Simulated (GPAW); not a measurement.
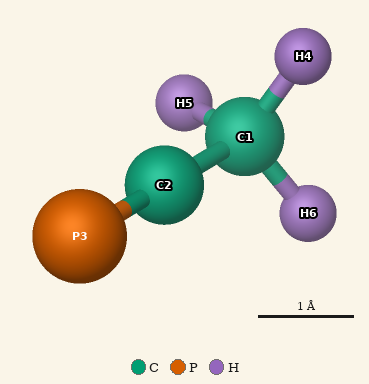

Fig. 1: The input geometry (ball-and-stick view, seen at a tilt; atoms are numbered from 1 in the order of the input). Bond lengths as drawn: C–C 1.46 Å, C–H 1.11 Å and C–P 1.54 Å.

## Calculation of the molecule and its ions, with input and output: C$_{2}$H$_{3}$P (part 1 of 2)

The run: calculation of the molecule and its ions of C$_{2}$H$_{3}$P (1-phosphapropyne), SMILES CC#P. Method and program: optPBE-vdW/dzp, scalar-relativistic datasets (GPAW 26.7.0).

The geometry comes from this level: UFF from SMILES.

### Input (ipea.py)
```python
from ase import Atoms
from ase.io import write
from gpaw import GPAW
from rdkit import Chem
from rdkit.Chem import AllChem

# Geometry
rd = Chem.AddHs(Chem.MolFromSmiles("CC#P"))
AllChem.EmbedMolecule(rd, randomSeed=400)
AllChem.UFFOptimizeMolecule(rd)
atoms = Atoms([a.GetSymbol() for a in rd.GetAtoms()], positions=rd.GetConformer().GetPositions())
write("start.xyz", atoms)
atoms.center(vacuum=4.5)

energies = {}
for name, charge, unpaired in [("neutral", 0, 0), ("oxidised", 1, 1)]:
    atoms.set_initial_magnetic_moments([unpaired / len(atoms)] * len(atoms))
    dft = GPAW(mode="lcao",
               basis="dzp",
               h=0.18,
               xc={"name": "optPBE-vdW", "backend": "libvdwxc"},
               charge=charge,
               occupations={"name": "fermi-dirac", "width": 0.0, "fixmagmom": unpaired > 0},
               maxiter=120,
               symmetry="off",
               txt="-")
    atoms.calc = dft
    energies[name] = atoms.get_potential_energy()
    print(f'{name:10} {energies[name]:12.5f} eV')

ip = energies["oxidised"] - energies["neutral"]
print(f"Vertical IP = {ip:.3f} eV")
```

Machine: 1 thread of Arm Neoverse V1, 24 GiB of memory available, shared host.

Run as:
```bash
OMP_NUM_THREADS=1 python ipea.py
```

### The program's output
```
[00:00:00] UFFTYPER: Warning: hybridization set to SP3 for atom 2
[00:00:00] UFFTYPER: Warning: hybridization set to SP3 for atom 2
  __  _  _
 | _ |_)|_||  |
 |__||  | ||/\| - 26.7.0

units:  Angstrom and eV
cores:  1
OpenMP: False

Versions:
  Python: 3.12.14
  ASE:    3.29.0
  Numpy:  2.5.5
  Scipy:  1.18.1
  Libxc:  7.0.0

        _gpaw.cpython-312-aarch64-linux-gnu.so

Input parameters:
  mode=LCAO(),
  basis={'default': 'dzp'},
  charge=0.0,
  h=0.18,
  maxiter=120,
  occupations=Occupations(name='fermi-dirac', width=0.0, fixmagmom=False),
  symmetry=Symmetry(point_group=False, time_reversal=False),
  xc=XC(name='optPBE-vdW', backend='libvdwxc')
        .-----------------------------.
       /|                             |
      / |                             |
     /  |                             |
    /   |                             |
   /    |                             |
  /     |                             |
 *      |                             |
 |      |                             |
 |      |      H                      |
 |      |       C   C   P             |
 |      |                             |
 |      |      H                      |
 |      .-----------------------------.
 |     /                             /
 |    /                             /
 |   /                             /
 |  /                             /
 | /                             /
 |/                             /
 *-----------------------------*

Atoms  # Å, Bohr magnetons
|   | symbol |        x |        y |        z |    initial magnetic moments |
|---|--------|----------|----------|----------|-----------------------------|
| 0 |      C | 4.879296 | 5.166958 | 5.313801 | ( 0.0000,  0.0000,  0.0000) |
| 1 |      C | 6.341926 | 5.181967 | 5.334041 | ( 0.0000,  0.0000,  0.0000) |
| 2 |      P | 7.884098 | 5.197792 | 5.355383 | ( 0.0000,  0.0000,  0.0000) |
| 3 |      H | 4.500000 | 4.794291 | 6.287425 | ( 0.0000,  0.0000,  0.0000) |
| 4 |      H | 4.527756 | 4.500000 | 4.500000 | ( 0.0000,  0.0000,  0.0000) |
| 5 |      H | 4.501521 | 6.195205 | 5.138638 | ( 0.0000,  0.0000,  0.0000) |

Unit cell  # Å
| periodic |         x |         y |         z |   lengths |    angles |
|----------|-----------|-----------|-----------|-----------|-----------|
|       no | 12.384098 |  0.000000 |  0.000000 | 12.384098 | 90.000000 |
|       no |  0.000000 | 10.695205 |  0.000000 | 10.695205 | 90.000000 |
|       no |  0.000000 |  0.000000 | 10.787425 | 10.787425 | 90.000000 |

Number of symmetries: 1
Symmetry operations  # r_c * U_cc + t_c -> r_c
|   | kind |            matrix            |
|---|------|------------------------------|
| 0 |  E   |  1, 0, 0,  0, 1, 0,  0, 0, 1 |

BZ-sampling:
  Number of BZ points: 1
  Number of IBZ points: 1

  Monkhorst-Pack size: [1, 1, 1]
  Monkhorst-Pack shift: [0, 0, 0]

K-points  # in reciprocal-cell coordinates
|   |                                coordinates |     weight |
|---|--------------------------------------------|------------|
| 0 | (  0.00000000,   0.00000000,   0.00000000) | 1.00000000 |

basis functions: 54
Spin-components: 1 (collinear spins)
Bands:           14
Projectors:      24
Spin-degeneracy: 2
Datatype:        <class 'float'>

  Storage: CPU
  Wave functions: 6_048 bytes (6_048 per core)

Parallelization:
  kpt:    1
  domain: 1
  band:   1

Density:
  Valence electrons: 16.0
  Components: 1
  Grid points: [68 60 60]
  Charge: 0.0  # |e|

Potential:
  Grid points: [68 60 60]

species:
  C:
    name:    Carbon
    Z:       6.0
    valence: 4
    core:    2
    charge:  0.0  # [|e|]
    file:    C.PBE.gz
    compensation charges:
      type: gauss
      rc: 0.20  # [Å]
      lmax: 2
    cutoffs:
      filter: 1.14  # [Å]
      core: 1.14  # [Å]
    projectors
    | kind |    occ | energy [eV] | rcut [Å] |
    |------|--------|-------------|----------|
    |   2s |  2.000 |     -13.751 |    0.635 |
    |   2p |  2.000 |      -5.284 |    0.635 |
    |    s |        |      13.461 |    0.635 |
    |    p |        |      21.927 |    0.635 |
    |    d |        |       0.000 |    0.635 |

    LCAO basis set for C:
      Name: dzp
      File: C.dzp.basis.gz
      Number of radial functions: 5
      Number of spherical harmonics: 13
        l=0, rc=5.5469 Bohr: 2s-sz confined orbital
        l=1, rc=6.6719 Bohr: 2p-sz confined orbital
        l=0, rc=3.0312 Bohr: 2s-dz split-valence wave
        l=1, rc=3.7500 Bohr: 2p-dz split-valence wave
        l=2, rc=6.6719 Bohr: d-type Gaussian polarization
      Number of RI-basis functions 0

  P:
    name:    Phosphorus
    Z:       15.0
    valence: 5
    core:    10
    charge:  0.0  # [|e|]
    file:    P.PBE.gz
    compensation charges:
      type: gauss
      rc: 0.30  # [Å]
      lmax: 2
    cutoffs:
      filter: 1.69  # [Å]
      core: 1.81  # [Å]
    projectors
    | kind |    occ | energy [eV] | rcut [Å] |
    |------|--------|-------------|----------|
    |   3s |  2.000 |     -13.968 |    0.953 |
    |   3p |  3.000 |      -5.506 |    0.953 |
    |    s |        |      13.244 |    0.953 |
    |    p |        |      21.705 |    0.953 |
    |    d |        |       0.000 |    0.953 |

    LCAO basis set for P:
      Name: dzp
      File: P.dzp.basis.gz
      Number of radial functions: 5
      Number of spherical harmonics: 13
        l=0, rc=6.0938 Bohr: 3s-sz confined orbital
        l=1, rc=7.7031 Bohr: 3p-sz confined orbital
        l=0, rc=3.4375 Bohr: 3s-dz split-valence wave
        l=1, rc=4.4688 Bohr: 3p-dz split-valence wave
        l=2, rc=7.7031 Bohr: d-type Gaussian polarization
      Number of RI-basis functions 0

  H:
    name:    Hydrogen
    Z:       1.0
    valence: 1
    core:    0
    charge:  0.0  # [|e|]
    file:    H.PBE.gz
    compensation charges:
      type: gauss
      rc: 0.15  # [Å]
      lmax: 2
    cutoffs:
      filter: 0.85  # [Å]
      core: 0.53  # [Å]
    projectors
    | kind |    occ | energy [eV] | rcut [Å] |
    |------|--------|-------------|----------|
    |   1s |  1.000 |      -6.494 |    0.476 |
    |    s |        |      20.717 |    0.476 |
    |    p |        |       0.000 |    0.476 |

    LCAO basis set for H:
      Name: dzp
      File: H.dzp.basis.gz
      Number of radial functions: 3
      Number of spherical harmonics: 5
        l=0, rc=6.4219 Bohr: 1s-sz confined orbital
        l=0, rc=3.6094 Bohr: 1s-dz split-valence wave
        l=1, rc=6.4219 Bohr: p-type Gaussian polarization
      Number of RI-basis functions 0

Reference energy: -11395.640376  # eV

eigensolver:
  <gpaw.new.lcao.eigensolver.LCAOEigensolver object at 0xf8c6e2937530>
density mixing:
  MSR1-Mixer
  Pratt-step length: 0.05
  Maximum mixing coefficient: 0.75
  Old densities: 10
  SVD Regularization: 0.005
  Good broyden scale: 1.0
  Trust region scale: 1.0
  Backstep threshold: 4.0
  History deletion threshold: 6.0
  Fourier metric: weight=20.0, sigma=0.015

occupation numbers:
  # Zero width

FastPoissonSolver using
    Stencil: 6*3+1=19 point O(h^6) finite-difference Laplacian
    FFT axes: []
    FST axes: [np.int64(1), np.int64(2), np.int64(0)]

xc functional:
  name: vdW-optPBE with libvdwxc
  Mode: serial
  Semilocal: GGA_X_OPTPBE_VDW+LDA_C_PW with 2 nearest neighbor stencil
  Corresponding non-local functional: vdW-DF
  Local blocksize: 136 x 120 x 120
  PAW datasets: PBE
interpolation: tri-quintic # 5. degree polynomial

        .-----------------------------.
       /|                             |
      / |                             |
     /  |                             |
    /   |                             |
   /    |                             |
  /     |                             |
 *      |                             |
 |      |                             |
 |      |      H                      |
 |      |       C   C   P             |
 |      |                             |
 |      |      H                      |
 |      .-----------------------------.
 |     /                             /
 |    /                             /
 |   /                             /
 |  /                             /
 | /                             /
 |/                             /
 *-----------------------------*

Atoms  # Å, Bohr magnetons
|   | symbol |        x |        y |        z |    initial magnetic moments |
|---|--------|----------|----------|----------|-----------------------------|
| 0 |      C | 4.879296 | 5.166958 | 5.313801 | ( 0.0000,  0.0000,  0.0000) |
| 1 |      C | 6.341926 | 5.181967 | 5.334041 | ( 0.0000,  0.0000,  0.0000) |
| 2 |      P | 7.884098 | 5.197792 | 5.355383 | ( 0.0000,  0.0000,  0.0000) |
| 3 |      H | 4.500000 | 4.794291 | 6.287425 | ( 0.0000,  0.0000,  0.0000) |
| 4 |      H | 4.527756 | 4.500000 | 4.500000 | ( 0.0000,  0.0000,  0.0000) |
| 5 |      H | 4.501521 | 6.195205 | 5.138638 | ( 0.0000,  0.0000,  0.0000) |

Unit cell  # Å
| periodic |         x |         y |         z |   lengths |    angles |
|----------|-----------|-----------|-----------|-----------|-----------|
|       no | 12.384098 |  0.000000 |  0.000000 | 12.384098 | 90.000000 |
|       no |  0.000000 | 10.695205 |  0.000000 | 10.695205 | 90.000000 |
|       no |  0.000000 |  0.000000 | 10.787425 | 10.787425 | 90.000000 |

Number of symmetries: 1
Symmetry operations  # r_c * U_cc + t_c -> r_c
|   | kind |            matrix            |
|---|------|------------------------------|
| 0 |  E   |  1, 0, 0,  0, 1, 0,  0, 0, 1 |

BZ-sampling:
  Number of BZ points: 1
  Number of IBZ points: 1

  Monkhorst-Pack size: [1, 1, 1]
  Monkhorst-Pack shift: [0, 0, 0]

K-points  # in reciprocal-cell coordinates
|   |                                coordinates |     weight |
|---|--------------------------------------------|------------|
| 0 | (  0.00000000,   0.00000000,   0.00000000) | 1.00000000 |

basis functions: 54
Spin-components: 1 (collinear spins)
Bands:           14
Projectors:      24
Spin-degeneracy: 2
Datatype:        <class 'float'>

  Storage: CPU
  Wave functions: 6_048 bytes (6_048 per core)

Parallelization:
  kpt:    1
  domain: 1
  band:   1

Density:
  Valence electrons: 16.0
  Components: 1
  Grid points: [68 60 60]
  Charge: 0.0  # |e|

Potential:
  Grid points: [68 60 60]

species:
  C:
    name:    Carbon
    Z:       6.0
    valence: 4
    core:    2
    charge:  0.0  # [|e|]
    file:    C.PBE.gz
    compensation charges:
      type: gauss
      rc: 0.20  # [Å]
      lmax: 2
    cutoffs:
      filter: 1.14  # [Å]
      core: 1.14  # [Å]
    projectors
    | kind |    occ | energy [eV] | rcut [Å] |
    |------|--------|-------------|----------|
    |   2s |  2.000 |     -13.751 |    0.635 |
    |   2p |  2.000 |      -5.284 |    0.635 |
    |    s |        |      13.461 |    0.635 |
    |    p |        |      21.927 |    0.635 |
    |    d |        |       0.000 |    0.635 |

    LCAO basis set for C:
      Name: dzp
      File: C.dzp.basis.gz
      Number of radial functions: 5
      Number of spherical harmonics: 13
        l=0, rc=5.5469 Bohr: 2s-sz confined orbital
        l=1, rc=6.6719 Bohr: 2p-sz confined orbital
        l=0, rc=3.0312 Bohr: 2s-dz split-valence wave
        l=1, rc=3.7500 Bohr: 2p-dz split-valence wave
        l=2, rc=6.6719 Bohr: d-type Gaussian polarization
      Number of RI-basis functions 0

  P:
    name:    Phosphorus
    Z:       15.0
    valence: 5
    core:    10
    charge:  0.0  # [|e|]
    file:    P.PBE.gz
    compensation charges:
      type: gauss
      rc: 0.30  # [Å]
      lmax: 2
    cutoffs:
      filter: 1.69  # [Å]
      core: 1.81  # [Å]
    projectors
    | kind |    occ | energy [eV] | rcut [Å] |
    |------|--------|-------------|----------|
    |   3s |  2.000 |     -13.968 |    0.953 |
    |   3p |  3.000 |      -5.506 |    0.953 |
    |    s |        |      13.244 |    0.953 |
    |    p |        |      21.705 |    0.953 |
    |    d |        |       0.000 |    0.953 |

    LCAO basis set for P:
      Name: dzp
      File: P.dzp.basis.gz
      Number of radial functions: 5
      Number of spherical harmonics: 13
        l=0, rc=6.0938 Bohr: 3s-sz confined orbital
        l=1, rc=7.7031 Bohr: 3p-sz confined orbital
        l=0, rc=3.4375 Bohr: 3s-dz split-valence wave
        l=1, rc=4.4688 Bohr: 3p-dz split-valence wave
        l=2, rc=7.7031 Bohr: d-type Gaussian polarization
      Number of RI-basis functions 0

  H:
    name:    Hydrogen
    Z:       1.0
    valence: 1
    core:    0
    charge:  0.0  # [|e|]
    file:    H.PBE.gz
    compensation charges:
      type: gauss
      rc: 0.15  # [Å]
      lmax: 2
    cutoffs:
      filter: 0.85  # [Å]
      core: 0.53  # [Å]
    projectors
    | kind |    occ | energy [eV] | rcut [Å] |
    |------|--------|-------------|----------|
    |   1s |  1.000 |      -6.494 |    0.476 |
    |    s |        |      20.717 |    0.476 |
    |    p |        |       0.000 |    0.476 |

    LCAO basis set for H:
      Name: dzp
      File: H.dzp.basis.gz
      Number of radial functions: 3
      Number of spherical harmonics: 5
        l=0, rc=6.4219 Bohr: 1s-sz confined orbital
        l=0, rc=3.6094 Bohr: 1s-dz split-valence wave
        l=1, rc=6.4219 Bohr: p-type Gaussian polarization
      Number of RI-basis functions 0

Reference energy: -11395.640376  # eV

eigensolver:
  <gpaw.new.lcao.eigensolver.LCAOEigensolver object at 0xf8c6e29fbc20>
density mixing:
  MSR1-Mixer
  Pratt-step length: 0.05
  Maximum mixing coefficient: 0.75
  Old densities: 10
  SVD Regularization: 0.005
  Good broyden scale: 1.0
  Trust region scale: 1.0
  Backstep threshold: 4.0
  History deletion threshold: 6.0
  Fourier metric: weight=20.0, sigma=0.015

occupation numbers:
  # Zero width

FastPoissonSolver using
    Stencil: 6*3+1=19 point O(h^6) finite-difference Laplacian
    FFT axes: []
    FST axes: [np.int64(1), np.int64(2), np.int64(0)]

xc functional:
  name: vdW-optPBE with libvdwxc
  Mode: serial
  Semilocal: GGA_X_OPTPBE_VDW+LDA_C_PW with 2 nearest neighbor stencil
  Corresponding non-local functional: vdW-DF
  Local blocksize: 136 x 120 x 120
  PAW datasets: PBE
interpolation: tri-quintic # 5. degree polynomial

Initialization done in: 7.879 s

convergence criteria:
- Maximum [total energy] change in last 3 cyles: 0.0005 eV / valence electron
- Maximum integral of absolute [dens]ity change: 0.0001 electrons / valence electron
- Maximum integral of absolute [eigenst]ate change: 4e-08 eV^2 / valence electron
maximum number of iterations: 120

SCF iterations
|iter     |     time |      energy | eigst |  dens |
|---------|----------|-------------|-------|-------|
|iter:   1| 00:00:08 |  -47.274141 |      c|       |
|iter:   2| 00:00:11 |  -46.721502 |      c| -0.69 |
|iter:   3| 00:00:13 |  -45.407612 |      c| -0.75 |
|iter:   4| 00:00:16 |  -45.315980 |      c| -1.18 |
|iter:   5| 00:00:19 |  -45.313598 |      c| -1.68 |
|iter:   6| 00:00:21 |  -45.312798c|      c| -2.25 |
|iter:   7| 00:00:24 |  -45.312727c|      c| -2.70 |
|iter:   8| 00:00:26 |  -45.312729c|      c| -3.23 |
|iter:   9| 00:00:29 |  -45.312729c|      c| -4.05c|

Converged in 9 steps
SCF loop duration: 20.845 s (2.316 s/step)
Energy contributions relative to reference atoms: (reference = -11395.640376)

Energy contributions:
  Kinetic:          30.323592
  Coulomb:         -33.318389
  Zero:              0.097533
  External:          0.000000
  Xc:              -42.415464
  Entropy:           0.000000
  Spinorbit:         0.000000
  ----------------------------
  Free energy:     -45.312729
  Extrapolated:    -45.312729

dipole moment: (-0.310557, -0.003186, -0.004302)  # |e|*Ang
```
